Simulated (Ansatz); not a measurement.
Sn (diamond): energy over volume and axial ratio

Sn (diamond)

```
CELL_PARAMETERS angstrom
      0.00000     3.32768     3.32768
      3.32768     0.00000     3.32768
      3.32768     3.32768     0.00000
ATOMIC_POSITIONS crystal
  Sn 0.25000 0.25000 0.25000
  Sn 0.00000 0.00000 0.00000
```

Two coordinates are scanned: the volume, and the ratio of the stretch along z (the conventional c axis) to the stretch across it. Atoms keep their fractional coordinates.

Computed with PBE (plane waves to 420 eV, PAW, scalar-relativistic; Ansatz, a program for electronic structure). k mesh 12×12×12 (Γ-centred), Fermi-Dirac smearing 0.05 eV. E stands for the smeared free energy. Stress and pressure are positive under compression. With partly filled bands, the response to shear is sensitive to the k mesh, so small differences along c/a are uncertain. Sn was relaxed with its symmetry unable to fall. The relaxed volume of Sn is well above the measured one; the method has no dispersion term. ΔE is measured from the relaxed starting cell.

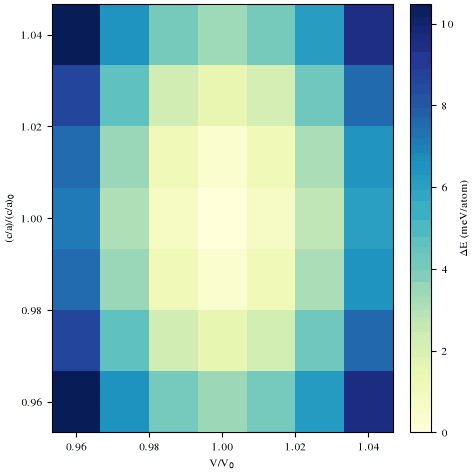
Fig. 1. ΔE (meV/atom) over the 7×7 grid of computed points.

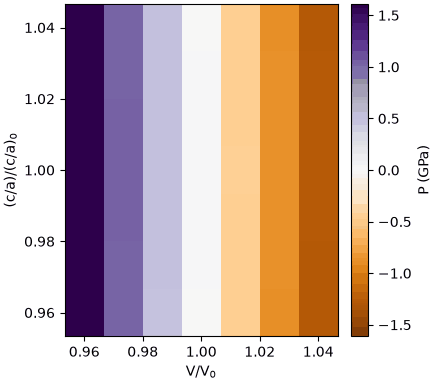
Figure. P (GPa) over the 7×7 grid of computed points.

The shear modulus C′ = (C11 − C12)/2 (fit, atoms clamped) comes out as 14 GPa. Lowest place on the grid: V/V₀ = 1.000, (c/a)/(c/a)₀ = 1.000 (0 meV/atom). Highest place on the grid, met at several equal points: V/V₀ = 0.960, (c/a)/(c/a)₀ = 0.960; V/V₀ = 0.960, (c/a)/(c/a)₀ = 1.040 (10 meV/atom).

Near the relaxed cell σzz − σxx = −2Cδ (compression positive), C being this modulus and δ the logarithm of the ratio.

(Under strain, the slope of the energy per volume gives the stress and its curvature an elastic modulus.)
